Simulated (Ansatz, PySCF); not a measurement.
H2S (SMILES S) and GeH4 (SMILES [GeH4]) are pulled apart as rigid monomers along the line of their centres of mass, from the B3LYP-D3(BJ)/def2-TZVP minimum. Starting geometry (charge 0, multiplicity 1):
```tsv
atom	x (Å)	y (Å)	z (Å)
S	0.1562	-0.3755	-0.3138
H	0.2778	-1.6336	0.1384
H	-1.1720	-0.3716	-0.1193
Ge	-0.0098	0.1885	3.5002
H	-0.1376	0.3389	5.0266
H	-1.0168	-0.8683	3.0207
H	1.4147	-0.2628	3.1525
H	-0.3148	1.5338	2.8295
```

Interaction energies with rigid monomers; basis-set methods are counterpoise corrected unless marked otherwise.

Run with Ansatz (Gaussian orbitals); PySCF for the dispersion terms. Each number belongs to the level named beside it.

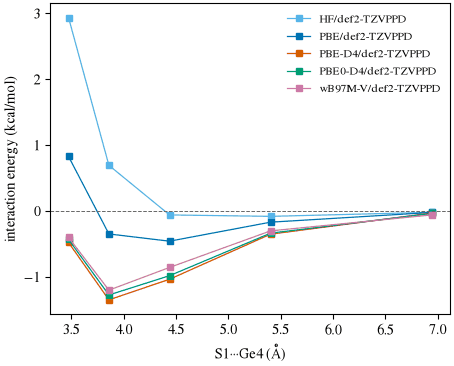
Fig. 1. Interaction energy against separation

Problem. Which level binds most strongly at S1···Ge4 = 3.86, and by how much?

Solution. PBE-D4/def2-TZVPPD, -1.4 kcal/mol.

Ansatz is a quantum-chemistry and plane-wave program.
